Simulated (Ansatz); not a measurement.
Converging the plane-wave cutoff: LiMnTe2 (P3m1, 4 atoms in the cell)

```
LiMnTe2
1.0
    4.21948     0.00000     0.00000
   -2.10974     3.65417     0.00000
    0.00000     0.00000     7.17742
Li Mn Te
1 1 2
Direct
  0.00000   0.00000   0.80394
  0.33333   0.66667   0.34877
  0.33333   0.66667   0.99730
  0.66667   0.33333   0.50966
```
Moments meant for the start (each program seeds them in its own way; μB, in the order of the atoms Li Mn Te Te): 0.0 4.0 0.0 0.0.

Method: LDA (PW92), default PAW files made with PBE (plane waves; Ansatz, a program for electronic structure).

Base settings: basis.ecutwfc = 420 eV; kpoints.mp_grid.grid = 6 6 2; hamiltonian.xc = lda; hamiltonian.pseudopotentials = {kind: paw} (the program's default PAW files); magnetization.spin_polarized = true; scf.occupations.method = fermi_dirac; scf.occupations.width = 0.1 eV.

The second cell is the first with its lattice scaled by 0.98.

The mesh stays at the base's, so the ladder's end is converged at best in this setting alone.

The first pressure column holds Ansatz's estimate of the finite-basis (Pulay) stress, which hides part of the cutoff error; the other is without it.

Only quantities that move along the ladder and can be compared are tabulated.

The count of work is k-points × plane waves × bands × iterations; it is no time. 

The starting cell comes from a database of computed structures (which also holds hypothetical and non-ambient phases and stackings), without a prior relaxation at this level. Its lattice was rescaled by up to half a per cent. One atom was moved a little off its site on purpose. With one magnetic atom in the cell only a parallel order is possible. In the base run, with a pressure of about -3 GPa the cell is away from its equilibrium volume at this level. Without a gap this mesh is coarse (it stands for a supercell whose shortest vector is 14 Å).

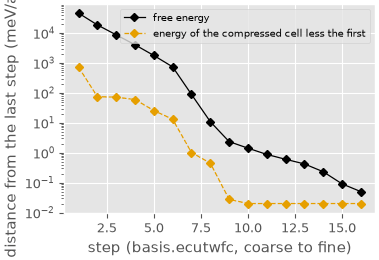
Figure. Distance from the last step along the ladder; very small values are drawn at a floor.

```csv
basis.ecutwfc,free energy less the last step's (meV/atom),energy of the compressed cell less the first (meV/atom),pressure (GPa),pressure without the Pulay estimate (GPa),largest difference of a force vector from the last step's (eV/Å),count of work / last
145 eV,46426.50,704.78,1.08,-942.72,2.078,0.050
170 eV,18752.61,-95.90,-5.93,-464.20,0.971,0.068
190 eV,8739.11,50.78,-3.63,-249.96,0.074,0.082
210 eV,4064.08,-81.36,-2.72,-133.73,0.048,0.100
230 eV,1783.96,-47.16,-2.87,-68.54,0.068,0.11
250 eV,741.84,-8.32,-2.81,-34.28,0.120,0.13
295 eV,89.09,-20.39,-2.93,-8.12,0.035,0.16
335 eV,10.93,-20.96,-3.02,-3.73,0.006,0.19
380 eV,2.35,-21.38,-3.04,-3.09,0.000,0.23
420 eV,1.42,-21.41,-3.04,-3.07,0.000,0.26
460 eV,0.88,-21.40,-3.04,-3.06,0.000,0.31
505 eV,0.60,-21.40,-3.04,-3.05,0.000,0.36
565 eV,0.42,-21.40,-3.04,-3.04,0.000,0.42
630 eV,0.23,-21.40,-3.04,-3.04,0.000,0.49
735 eV,0.09,-21.40,-3.04,-3.04,0.000,0.62
840 eV,0.03,-21.40,-3.04,-3.04,0.000,0.76
1010 eV,0.00,-21.41,-3.04,-3.04,0.000,1.0
```

Coarsest basis.ecutwfc that holds the pressure without the Pulay estimate within 0.2 GPa of the last step, with all finer ones: 380 eV, at 0.23 of the last step's count of work; the step before is off by 0.69 GPa.

Coarsest basis.ecutwfc that holds the pressure within 1 GPa of the last step, with all finer ones: 190 eV, at 0.082 of the last step's count of work; the step before is off by 2.9 GPa.

Coarsest basis.ecutwfc that holds the energy of the compressed cell less the first within 2 meV/atom of the last step, with all finer ones: 295 eV, at 0.16 of the last step's count of work; the step before is off by 13 meV/atom.

The energy difference between the two cells stays within 1 meV/atom of the last step's from 335 eV on, the total only from 460 eV on: much of the error is common to both cells and cancels.

At the lowest cutoff the pressure without the Pulay estimate lies 940 GPa under the last step's, the usual sign of Pulay stress in an incomplete plane-wave basis.

Keys are those of Ansatz 0.2.
